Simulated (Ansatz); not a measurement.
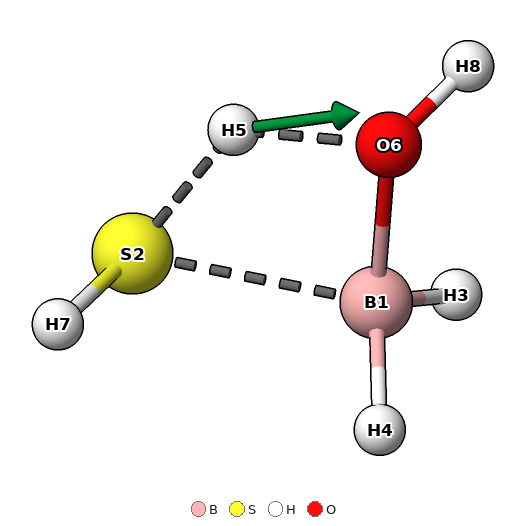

The arrows show one normal mode. Broken sticks mark bonds that form or break. Harmonic vibrations computed with RKS PBE0-D4/def2-TZVP (Ansatz 0.2.0) at a stationary point of the same level. It is a saddle point of order 1.

At what wavenumber does it lie?

1113i cm⁻¹; it is mode 1 of 18 counted from the lowest. It is the reaction coordinate: S2–H5 forms (1.54 Å), B1–S2 breaks (2.05 Å), H5–O6 breaks (1.35 Å), or the reverse.
